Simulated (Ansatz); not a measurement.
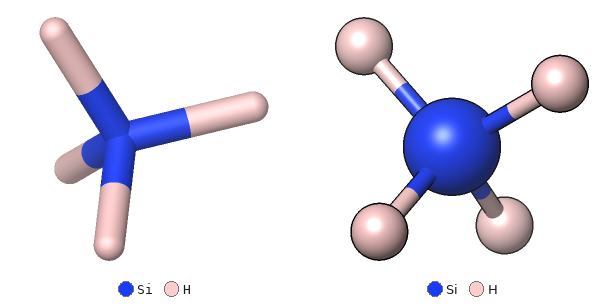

Two views of one molecule.

Computed geometry: PBE0-D4/def2-TZVP optimisation.

Description:

It has 5 atoms: 1 silicon and 4 hydrogen (SiH₄). The point group is Td. Coordination: 1 Si tetrahedral.

The parts below concern this one geometry. Atoms keep their numbers from picture to picture.

## Shape

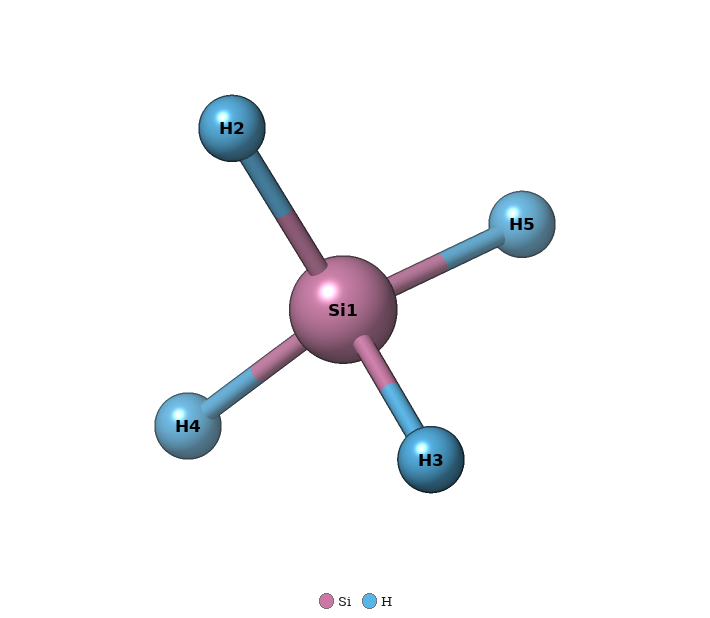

Give these bond angles: H2–Si1–H3.

| angle | degrees |
| --- | --- |
| H2–Si1–H3 | 109.5 |

## Electronic properties

Method: RKS PBE0-D4/def2-TZVPP (Ansatz 0.2.0).

What is the HOMO energy (Kohn–Sham orbital)?

Answer. −9.86 eV.

Estimate the LUMO energy (Kohn–Sham orbital).

Answer. 1.06 eV.

## Thermal motion

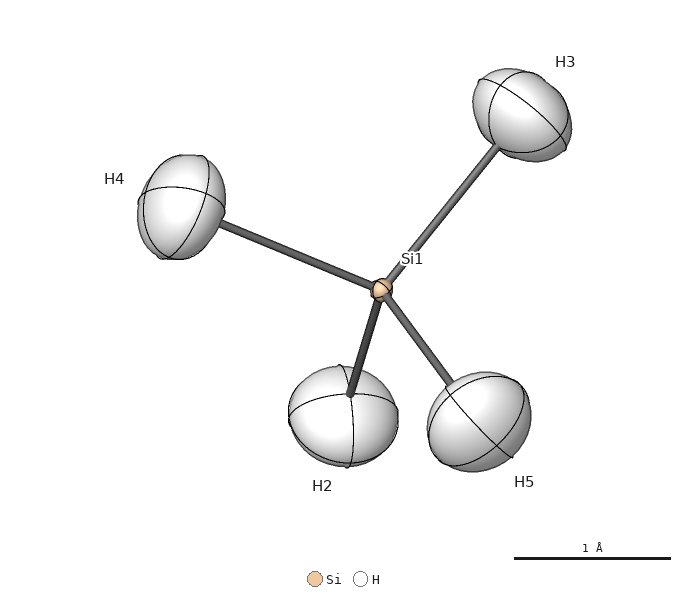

Displacement ellipsoids at the 50 % level, enlarged 2 times, from the internal vibrations of the free molecule (harmonic, no overall translation or rotation; no half-axis is drawn under 0.075 Å). Vibrations computed with RKS PBE0-D4/def2-TZVP (Ansatz 0.2.0). Temperature: 600 K.

Which atom moves most?

Answer. H2, H3, H4, H5, with U_eq = 0.0112 Å².

Does H2 move more along its bond or across it?

Answer. Across it: the root-mean-square amplitude is 0.085 Å along the bond and up to 0.115 Å across, since bending and torsion are softer than stretching.

Give the displacement parameters, one line for each set of equivalent atoms.

```
          atom  U_eq (Å²)   rms amplitudes (Å)
           Si1    0.00008  0.009, 0.009, 0.009
H2, H3, H4, H5     0.0112  0.085, 0.115, 0.115
```

## Vibrations

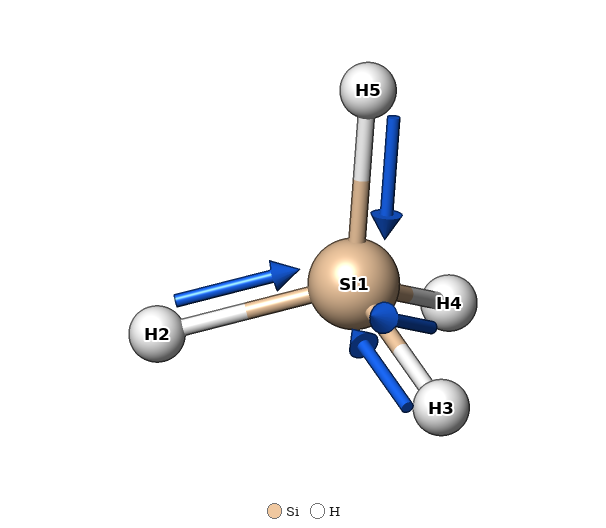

The arrows show one normal mode. Harmonic vibrations computed with RKS PBE0-D4/def2-TZVP (Ansatz 0.2.0) at a stationary point of the same level.

Describe the motion.

Answer. Mostly in-phase stretching of 4 Si–H bonds.

At what wavenumber does it lie?

Answer. 2235 cm⁻¹; it is mode 6 of 9 counted from the lowest.
